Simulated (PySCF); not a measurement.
```xyz
17

C    -2.8539   -0.6519    0.0757
C    -2.1180    0.6570   -0.1684
O    -0.7735    0.5819    0.1987
Si    0.4530   -0.1481   -0.5754
Si    2.1860    0.4120    0.8015
N     3.5586   -0.3020    0.0339
H    -3.9084   -0.5345   -0.1582
H    -2.4342   -1.4353   -0.5496
H    -2.7493   -0.9451    1.1174
H    -2.5646    1.4569    0.4330
H    -2.1964    0.9353   -1.2265
H     0.1861   -1.5871   -0.7662
H     0.5029    0.3458   -1.9701
H     2.3494    1.8612    1.0597
H     2.2071   -0.2067    2.1343
H     4.4482   -0.2615    0.5039
H     3.6999   -0.1659   -0.9535
```

Geometry: GFN2-xTB.

Method: CAM-B3LYP/def2-SVPD, SCF density, gas phase in PySCF 2.14.0.

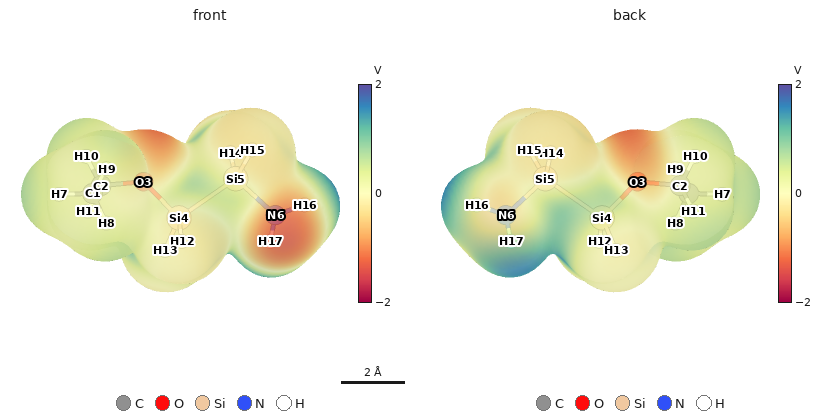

C2H11NOSi2 (SMILES CCO[SiH2][SiH2]N). The molecular electrostatic potential painted on the density surface at 0.002 e/bohr³, seen from the front and from behind; the colour scale runs from red (negative) to blue (positive).

Describe the electrostatic potential map.

Answer. The most negative region (about −1.3 V) lies over N6, the most positive (about +1.5 V) over Si4, H16 and H17. N6 is the likeliest acceptor of a hydrogen bond.

What dipole moment does the calculation give?

Answer. Its dipole moment is 0.92 D.
